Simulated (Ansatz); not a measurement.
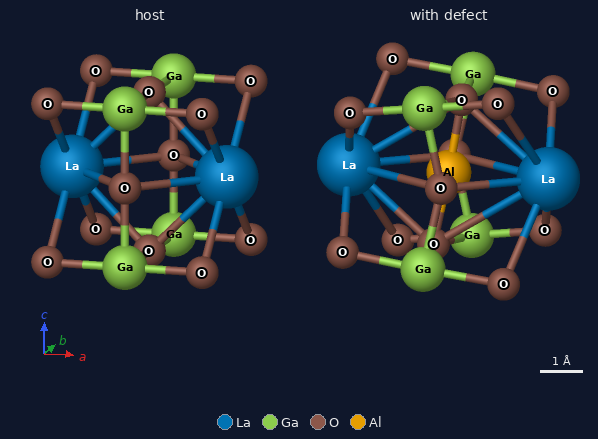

Left: perfect LaGaO$_{3}$. Right: the same region with one point defect, after relaxing the atoms in a supercell of 40 sites. Style: ball-and-stick. Shown: the atoms within 3.8 Å of one point, slightly off an axis.

All numbers below come from DFT, PBEsol, PAW, plane waves in Ansatz. Set-up: plane-wave cutoff 420 eV; k-point mesh 1 × 1 × 1; mesh shifted by (0.25, 0.25, 0.25); collinear spin. Fermi-Dirac smearing of 0.01 eV. A uniform background neutralises the charged cell. The axes drawn are those of the host's conventional cell.

### What kind of defect was made?

An extra aluminium atom is put between the host's atoms (an interstitial).

The charge state of the cell is +2.

### What does the relaxation do around it?

The Al atom starts with 4 O at 1.93 to 1.94 Å, 2 La at 1.93 Å around its place and ends with 4 O at 1.81 to 1.82 Å. Of the host's atoms, a lanthanum atom moves furthest from its site, by 0.55 Å. The cell's net moment is 1.00 μB.

Limits of the set-up: the periodic images lie only 7.7 Å apart, so the values are limited by the cell's size; the cell is charged, on a uniform background, and energies carry no finite-size correction.
